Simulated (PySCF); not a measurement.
# H6NPSi: the cost of one run

Programs: PySCF 2.14.0, with density-fitted response routines of our own. Each step states its level of theory. These are calculated values for one molecule in the gas phase, unless marked as measured. Atoms count from 0, in the outputs and in this text.

### 1 The molecule as given

9 atoms, charge 0, multiplicity 1; geometry from: PBE0-D3(BJ)/def2-SVP.

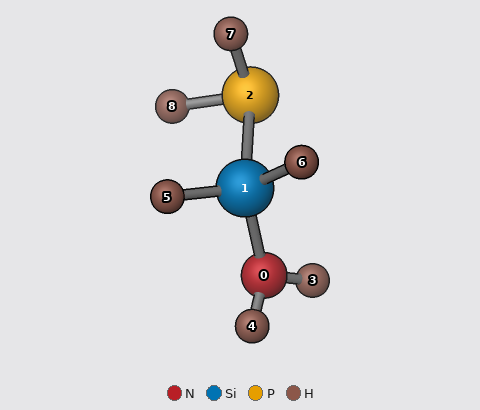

The starting geometry (nitrogen red, silicon blue, phosphorus amber, hydrogen brown), atoms numbered.

### 2 TDDFT and polarisability: wB97X-D/def2-SVPD

The job: settings as JSON, then the geometry in Å.

```
{"job": {"kind": "uv", "xc": "wB97X-D", "basis": "def2-SVPD", "ip": true}, "charge": 0, "multiplicity": 1}
N     -1.422189     0.708969    -0.167298
Si    -0.215721    -0.402677     0.381843
P      1.630527    -0.002703    -0.861301
H     -1.637389     0.762953    -1.156875
H     -2.254376     0.862408     0.391347
H     -0.048003    -0.168931     1.848551
H     -0.500974    -1.867066     0.193201
H      2.413289    -0.988794    -0.185535
H      2.092819     1.078334    -0.051438
```

With the program's defaults for keys left out, this is: TDDFT wB97X-D/def2-SVPD, vertical, gas phase, core orbitals frozen in the response.

Started as:

```sh
OMP_NUM_THREADS=1 python probes_run.py task.json out
```

The driver reads the jobs from task.json and runs them one after another.

Q: Estimate the wall time and peak memory of this first job on 1 thread of Arm Neoverse V1, shared host.

About 21 s, with a peak of 0.54 GiB.
